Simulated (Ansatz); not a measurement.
**Geometry relaxation of AlH$_{2}$OF$_{3}$**

The run: geometry relaxation of AlH$_{2}$OF$_{3}$. Method and program: RHF/6-31G* (Ansatz 0.2.0).

It belongs to a series of runs on one base structure; here: end point B relaxed. Figures and captions count atoms from 1; the log counts them from 0 in places.

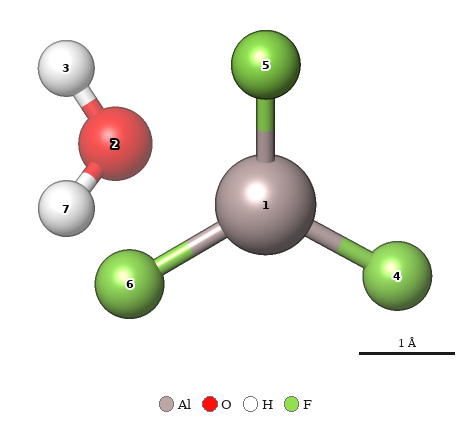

*The starting structure (ball-and-stick view, seen at a tilt; atoms are numbered from 1 in the order of the input). Sticks mark near contacts.*

Bond lengths as drawn: Al–F 1.62 to 1.66 Å and H–O 0.95 to 0.97 Å.

## Summary

```json
{"quantity": "outcome", "value": "converged"}
{"quantity": "total energy", "value": "−16776.2500 eV"}
{"quantity": "mean-field energy", "value": "−16776.2500 eV"}
{"quantity": "largest force (length of the vector) at the end", "value": "0.033 eV/Å"}
{"quantity": "hardware", "value": "1 thread of Arm Neoverse V2, 24 GiB of memory available, shared host"}
{"quantity": "wall time", "value": "11 s"}
{"quantity": "peak memory", "value": "0.14 GiB"}
```

## The input
```yaml
crystal:
  periodic: [false, false, false]
  atoms:
    - { symbol: Al, position_ang: [0.07756, 0.451546, -0.51485] }
    - { symbol: O, position_ang: [-0.084473, 0.014584, 2.406909] }
    - { symbol: H, position_ang: [-0.957963, -0.135962, 2.745664] }
    - { symbol: F, position_ang: [1.462485, -0.11734, -1.133209] }
    - { symbol: F, position_ang: [-1.350193, -0.191513, -0.933462] }
    - { symbol: F, position_ang: [0.097219, 1.859027, 0.368663] }
    - { symbol: H, position_ang: [-0.005635, 0.978158, 2.301084] }
basis:
  gaussian: { orbitals: "6-31G*" }
hamiltonian:
  xc: hf
relax:
  f_tol: 0.03
  max_steps: 50
```

Command:
```bash
ansatz run input.yaml --threads 1 --pin off --max-ram 2048MiB --backend cpu --events-out ev --progress --plain --runs-dir out
```

## Log
```
The last accepted step is kept in [file] (removed where the run ends without a failure and the disk answers)
Engine: ansatz 0.2.0, aarch64-unknown-linux-gnu
Functional definition: HF
  exchange = exact_x
  correlation = 0
776 factors; integrals over basis functions are off by at most 3.3e-4 eV
mean field evaluation 1: about -16771.0296 eV, gradient 5.1e1 eV
mean field evaluation 2: about -16771.0678 eV, gradient 5.1e1 eV
mean field evaluation 4: about -16775.2384 eV, gradient 1.9e0 eV
mean field evaluation 8: about -16775.2540 eV, gradient 1.6e-1 eV
mean field -16775.25404573 eV, -616.4792155050 hartree, gradient 1.4e-5 eV, S^2 0.000000; 0 other end points of the search recorded, 0 dependent functions left out
the calculation of the forces begins
reference -16775.25404573 eV, -616.4792155050 hartree; 25, 25 occupied and 58, 58 virtual orbitals, 776 factors
relax step   1: F+E_penalty+E_count = -16775.25404573 eV  Δ(F+E_penalty+E_count) = +0.000e0 eV  max|allowed force component| = 1.191e0 eV/Å  Δτ_max = 0.0000 Å  (31 SCF iters, accepted)
these checks for a lower state are left out or cut short: starts, cluster_reference, orbital_swaps, neighbouring_geometries, increment
776 factors; integrals over basis functions are off by at most 3.5e-4 eV
mean field evaluation 16: about -16775.4213 eV, gradient 9.9e-4 eV
mean field -16775.42128604 eV, -616.4853614729 hartree, gradient 9.8e-6 eV, S^2 0.000000; 0 other end points of the search recorded, 0 dependent functions left out
the calculation of the forces begins
reference -16775.42128604 eV, -616.4853614729 hartree; 25, 25 occupied and 58, 58 virtual orbitals, 776 factors
relax step   2: F+E_penalty+E_count = -16775.42128604 eV  Δ(F+E_penalty+E_count) = -1.672e-1 eV  max|allowed force component| = 1.574e0 eV/Å  Δτ_max = 0.1950 Å  (29 SCF iters, accepted)
these checks for a lower state are left out or cut short: starts, cluster_reference, orbital_swaps, neighbouring_geometries, increment
776 factors; integrals over basis functions are off by at most 3.5e-4 eV
mean field -16775.73258822 eV, -616.4968016173 hartree, gradient 2.2e-5 eV, S^2 0.000000; 0 other end points of the search recorded, 0 dependent functions left out
the calculation of the forces begins
reference -16775.73258822 eV, -616.4968016173 hartree; 25, 25 occupied and 58, 58 virtual orbitals, 776 factors
relax step   3: F+E_penalty+E_count = -16775.73258822 eV  Δ(F+E_penalty+E_count) = -3.113e-1 eV  max|allowed force component| = 1.783e0 eV/Å  Δτ_max = 0.1948 Å  (29 SCF iters, accepted)
these checks for a lower state are left out or cut short: starts, cluster_reference, orbital_swaps, neighbouring_geometries, increment
776 factors; integrals over basis functions are off by at most 5.9e-4 eV
mean field evaluation 32: about -16776.0710 eV, gradient 1.3e-5 eV
mean field -16776.07096745 eV, -616.5092368243 hartree, gradient 1.3e-5 eV, S^2 0.000000; 0 other end points of the search recorded, 0 dependent functions left out
the calculation of the forces begins
reference -16776.07096745 eV, -616.5092368243 hartree; 25, 25 occupied and 58, 58 virtual orbitals, 776 factors
relax step   4: F+E_penalty+E_count = -16776.07096745 eV  Δ(F+E_penalty+E_count) = -3.384e-1 eV  max|allowed force component| = 1.288e0 eV/Å  Δτ_max = 0.1952 Å  (29 SCF iters, accepted)
these checks for a lower state are left out or cut short: starts, cluster_reference, orbital_swaps, neighbouring_geometries, increment
776 factors; integrals over basis functions are off by at most 5.3e-4 eV
mean field -16776.16009984 eV, -616.5125123793 hartree, gradient 1.3e-5 eV, S^2 0.000000; 0 other end points of the search recorded, 0 dependent functions left out
the calculation of the forces begins
reference -16776.16009984 eV, -616.5125123793 hartree; 25, 25 occupied and 58, 58 virtual orbitals, 776 factors
relax step   5: F+E_penalty+E_count = -16776.16009984 eV  Δ(F+E_penalty+E_count) = -8.913e-2 eV  max|allowed force component| = 1.582e0 eV/Å  Δτ_max = 0.1948 Å  (29 SCF iters, accepted)
these checks for a lower state are left out or cut short: starts, cluster_reference, orbital_swaps, neighbouring_geometries, increment
776 factors; integrals over basis functions are off by at most 6.1e-4 eV
mean field -16776.22790872 eV, -616.5150043099 hartree, gradient 2.5e-5 eV, S^2 0.000000; 0 other end points of the search recorded, 0 dependent functions left out
the calculation of the forces begins
reference -16776.22790872 eV, -616.5150043099 hartree; 25, 25 occupied and 58, 58 virtual orbitals, 776 factors
relax step   6: F+E_penalty+E_count = -16776.22790872 eV  Δ(F+E_penalty+E_count) = -6.781e-2 eV  max|allowed force component| = 5.011e-1 eV/Å  Δτ_max = 0.1998 Å  (28 SCF iters, accepted)
these checks for a lower state are left out or cut short: starts, cluster_reference, orbital_swaps, neighbouring_geometries, increment
776 factors; integrals over basis functions are off by at most 5.9e-4 eV
mean field -16776.24394038 eV, -616.5155934625 hartree, gradient 1.9e-5 eV, S^2 0.000000; 0 other end points of the search recorded, 0 dependent functions left out
the calculation of the forces begins
reference -16776.24394038 eV, -616.5155934625 hartree; 25, 25 occupied and 58, 58 virtual orbitals, 776 factors
relax step   7: F+E_penalty+E_count = -16776.24394038 eV  Δ(F+E_penalty+E_count) = -1.603e-2 eV  max|allowed force component| = 3.634e-1 eV/Å  Δτ_max = 0.1303 Å  (29 SCF iters, accepted)
these checks for a lower state are left out or cut short: starts, cluster_reference, orbital_swaps, neighbouring_geometries, increment
776 factors; integrals over basis functions are off by at most 6.0e-4 eV
mean field -16776.24999615 eV, -616.5158160080 hartree, gradient 1.1e-5 eV, S^2 0.000000; 0 other end points of the search recorded, 0 dependent functions left out
the calculation of the forces begins
reference -16776.24999615 eV, -616.5158160080 hartree; 25, 25 occupied and 58, 58 virtual orbitals, 776 factors
relax step   8: F+E_penalty+E_count = -16776.24999615 eV  Δ(F+E_penalty+E_count) = -6.056e-3 eV  max|allowed force component| = 2.694e-2 eV/Å  Δτ_max = 0.0233 Å  (29 SCF iters, accepted)
776 factors; integrals over basis functions are off by at most 6.0e-4 eV
mean field evaluation 64: about -16772.2831 eV, gradient 4.9e1 eV
```

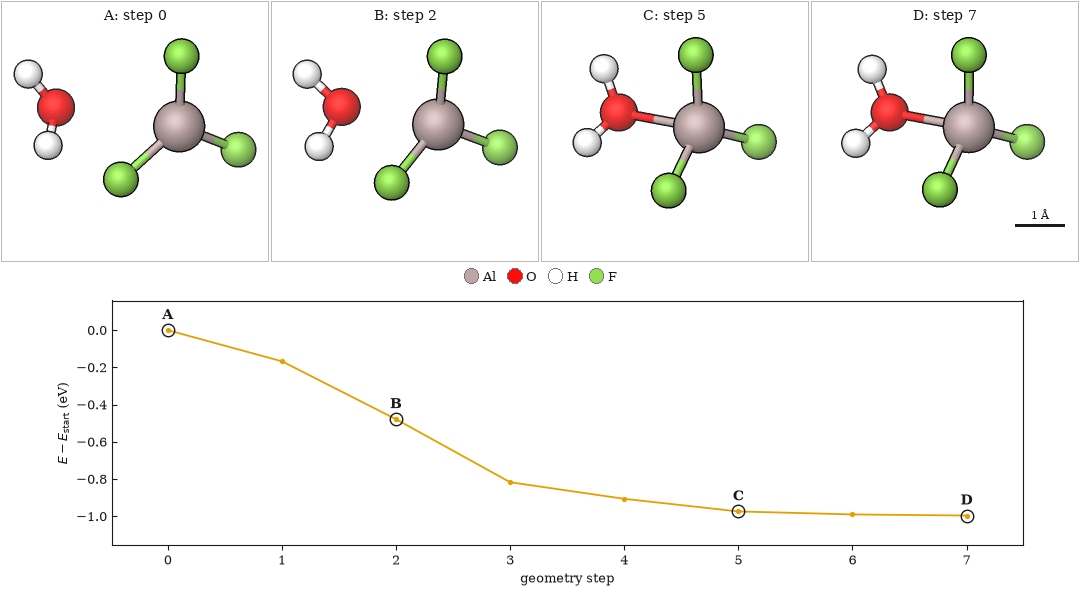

*Frames of the relaxation (ball-and-stick view, seen at an oblique angle) above the curves, on which the letters mark them (the first geometry is step 0 here and step 1 in the log).*

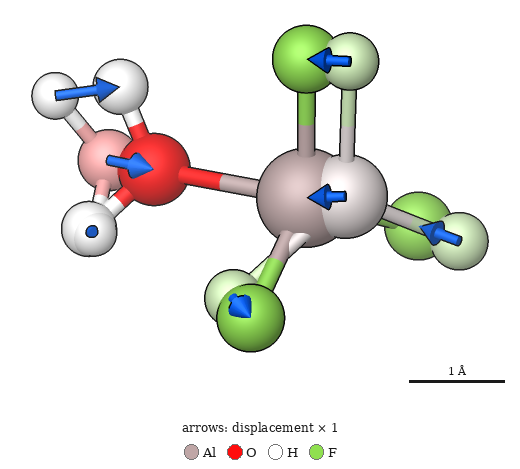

*Start (faint) and end (solid) with the displacements as blue arrows, at true length (ball-and-stick view, seen at an oblique angle). The two geometries are laid on each other by the best rigid fit.*

The energy falls by 0.996 eV in 7 geometry steps. Largest force component: 1.2 eV/Å at the start, 0.027 eV/Å at the end. H3 moves most after the best rigid fit: 0.70 Å. Largest moves by element: H 0.70 Å, O 0.58 Å, F 0.53 Å, Al 0.44 Å. Among the contacts that change: Al1–O2 2.959 → 1.960 Å, O2–H7 0.973 → 0.954 Å, Al1–F6 1.662 → 1.645 Å, Al1–F4 1.620 → 1.636 Å. New bonds form: Al1–O2 (2.96 → 1.96 Å). Among the angles that change: F4–Al1–F5 121.0° → 117.2°, H3–O2–H7 105.7° → 108.8°, F4–Al1–F6 119.4° → 117.3°. (Atoms are counted from 1 in the order of the input.)

```
mean field -16776.24999615 eV, -616.5158160080 hartree, gradient 1.1e-5 eV, S^2 0.000000; 1 other end points of the search recorded, 0 dependent functions left out
the calculation of the forces begins
reference -16776.24999615 eV, -616.5158160080 hartree; 25, 25 occupied and 58, 58 virtual orbitals, 776 factors
Total energy: -16776.24999615 eV, -616.5158160080 hartree
Atom 0 at     0.032280     0.503302    -0.080331 Å, force     0.015968    -0.008372    -0.014402 eV/Å
Atom 1 at    -0.044756     0.123956     1.840641 Å, force    -0.009199     0.005625    -0.003993 eV/Å
Atom 2 at    -0.810599    -0.380873     2.101026 Å, force    -0.017369    -0.024606    -0.006437 eV/Å
Atom 3 at     1.372533    -0.256442    -0.631467 Å, force    -0.016944     0.014260     0.002944 eV/Å
Atom 4 at    -1.420213    -0.175132    -0.447359 Å, force     0.012776     0.008902     0.010792 eV/Å
Atom 5 at     0.100695     2.139448     0.072270 Å, force    -0.003778    -0.022747     0.005565 eV/Å
Atom 6 at     0.009060     0.904240     2.386018 Å, force     0.018547     0.026938     0.005531 eV/Å
Dipole moment:    -0.289911    -0.065940     1.128910 e Å
```

## Trajectory as extended XYZ (Å, eV, eV/Å), 8 frames, from step=1 to step=8
```
7
Properties=species:S:1:pos:R:3:forces:R:3 step=1 energy=-16775.25405
Al    0.0776    0.4515   -0.5149    0.0020   0.6498   1.0827
O    -0.0845    0.0146    2.4069    0.1073   1.1910  -0.7178
H    -0.9580   -0.1360    2.7457    0.0081  -0.0283   0.0176
F     1.4625   -0.1173   -1.1332    0.0069  -0.0197   0.0071
F    -1.3502   -0.1915   -0.9335   -0.0330  -0.0144  -0.0152
F     0.0972    1.8590    0.3687   -0.0024  -0.6038  -0.6211
H    -0.0056    0.9782    2.3011   -0.0889  -1.1746   0.2468
7
Properties=species:S:1:pos:R:3:forces:R:3 step=2 energy=-16775.42129
Al    0.0838    0.3809   -0.3558   -0.3395   1.1396   0.5751
O    -0.1198    0.0160    2.2152   -0.7379   1.5743   0.2054
H    -0.9215   -0.1484    2.7362    0.8171  -0.2419  -0.7682
F     1.4491   -0.1059   -1.0966   -0.0339  -0.2113   0.3509
F    -1.3487   -0.1694   -0.9048    0.1057  -0.1858   0.2351
F     0.0911    1.9039    0.3210    0.1031  -0.7051  -0.2868
H     0.0050    0.9814    2.3256    0.0853  -1.3697  -0.3115
7
Properties=species:S:1:pos:R:3:forces:R:3 step=3 energy=-16775.73259
Al    0.0590    0.4092   -0.2557   -0.2866   0.4699   0.8375
O    -0.1216    0.0392    2.0218   -0.6626   1.7826   0.9583
H    -0.8705   -0.2056    2.5982    0.8614  -0.2475  -1.1717
F     1.4324   -0.1564   -0.9339   -0.1077  -0.0967   0.3120
F    -1.3688   -0.1729   -0.7866    0.0057  -0.1324   0.0802
F     0.0793    1.9664    0.3065    0.1283  -0.1794  -0.2435
H     0.0292    0.9786    2.2905    0.0616  -1.5965  -0.7726
7
Properties=species:S:1:pos:R:3:forces:R:3 step=4 energy=-16776.07097
Al    0.0290    0.4232   -0.1189   -0.0125   0.1533   0.2347
O    -0.0845    0.0607    1.8815   -0.6036   1.2878   1.1632
H    -0.8290   -0.2622    2.4161    0.6646  -0.1965  -1.0146
F     1.3994   -0.1974   -0.7670   -0.1059  -0.0371   0.2766
F    -1.3879   -0.1649   -0.6745   -0.1852  -0.1427   0.0386
F     0.0699    2.0263    0.2835    0.0852   0.0418  -0.0816
H     0.0421    0.9728    2.2201    0.1575  -1.1066  -0.6168
7
Properties=species:S:1:pos:R:3:forces:R:3 step=5 energy=-16776.16010
Al    0.0014    0.4518   -0.0400    0.2270   0.3574  -1.0625
O    -0.0528    0.0963    1.7925   -0.5077   0.0778   1.5819
H    -0.7998   -0.3235    2.2335    0.4038   0.0176  -0.4746
F     1.3735   -0.2392   -0.6157   -0.0846   0.0442   0.0679
F    -1.4153   -0.1706   -0.5776   -0.1352  -0.0456   0.0583
F     0.0627    2.0877    0.2402    0.0165  -0.1893  -0.0856
H     0.0694    0.9559    2.2079    0.0802  -0.2622  -0.0855
7
Properties=species:S:1:pos:R:3:forces:R:3 step=6 energy=-16776.22791
Al    0.0473    0.4952   -0.0758    0.0384  -0.0783   0.2283
O    -0.0165    0.1043    1.8768    0.0516   0.1487  -0.5011
H    -0.8052   -0.3992    2.0653   -0.0014   0.0888   0.1341
F     1.3722   -0.2517   -0.6710   -0.0144  -0.0420  -0.0339
F    -1.4265   -0.1742   -0.3781    0.0704   0.0535  -0.0440
F     0.1374    2.1276    0.1195   -0.0794  -0.0731   0.0102
H    -0.0698    0.9565    2.3041   -0.0652  -0.0978   0.2063
7
Properties=species:S:1:pos:R:3:forces:R:3 step=7 energy=-16776.24394
Al    0.0329    0.5032   -0.0780   -0.0955   0.1044  -0.1864
O    -0.0510    0.1347    1.8242   -0.0635  -0.0288   0.3634
H    -0.7926   -0.3889    2.1133   -0.0543  -0.1480  -0.1291
F     1.3731   -0.2623   -0.6250   -0.0455   0.0257   0.0182
F    -1.4251   -0.1673   -0.4522    0.1087   0.0240   0.0158
F     0.1013    2.1434    0.0630    0.0155  -0.1122  -0.0073
H     0.0004    0.8957    2.3955    0.1345   0.1349  -0.0746
7
Properties=species:S:1:pos:R:3:forces:R:3 step=8 energy=-16776.25000
Al    0.0323    0.5033   -0.0803    0.0160  -0.0084  -0.0144
O    -0.0448    0.1240    1.8406   -0.0092   0.0056  -0.0040
H    -0.8106   -0.3809    2.1010   -0.0174  -0.0246  -0.0064
F     1.3725   -0.2564   -0.6315   -0.0169   0.0143   0.0029
F    -1.4202   -0.1751   -0.4474    0.0128   0.0089   0.0108
F     0.1007    2.1394    0.0723   -0.0038  -0.0227   0.0056
H     0.0091    0.9042    2.3860    0.0185   0.0269   0.0055
```
